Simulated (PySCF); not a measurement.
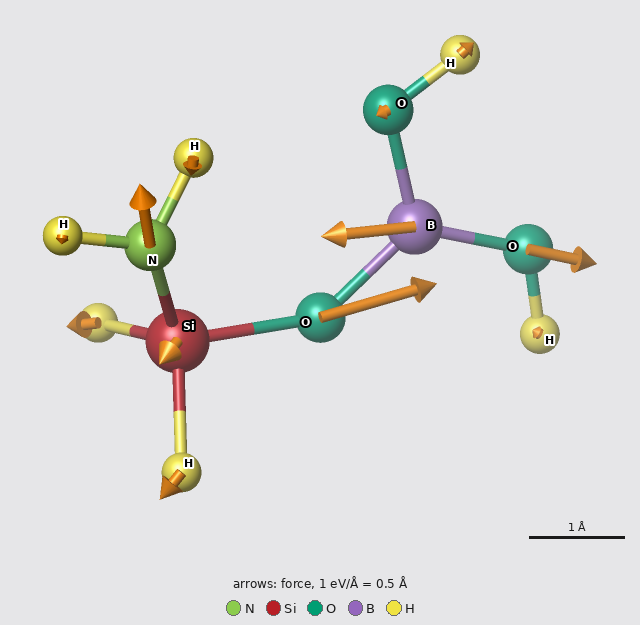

Starting geometry of BSiNH6O3 with the computed forces as orange arrows. Style: ball-and-stick. Shown at a tilt.

The start comes from GFN2-xTB. Its atoms were then displaced at random by about 0.01 Å.

Level of theory: PySCF, PBE0-D3(BJ)/def2-SVP geometry optimisation, gas phase. 

What follows when this structure is relaxed?

It isn't relaxed: the largest force vector, on an O atom, is 2.67 eV/Å. The final displacements have little in common with the starting forces (cosine between the two patterns 0.04). The largest move after the best rigid fit is that of an H atom, 1.15 Å. Largest moves by element: H 1.15 Å, O 0.36 Å, N 0.15 Å, Si 0.12 Å, B 0.08 Å. Some distances before and after: O–Si 1.612 → 1.686 Å, B–O 1.329 → 1.365 Å, H–Si 1.458 → 1.489 Å, N–Si 1.691 → 1.716 Å. Bond angles that change, for instance: Si–O–B 141.8° → 127.2°, N–Si–H 117.1° → 108.9°, N–Si–O 108.8° → 115.3°. Groups turn about O–Si by about 30°. The energy falls by 31.1 kJ/mol in 29 geometry steps.
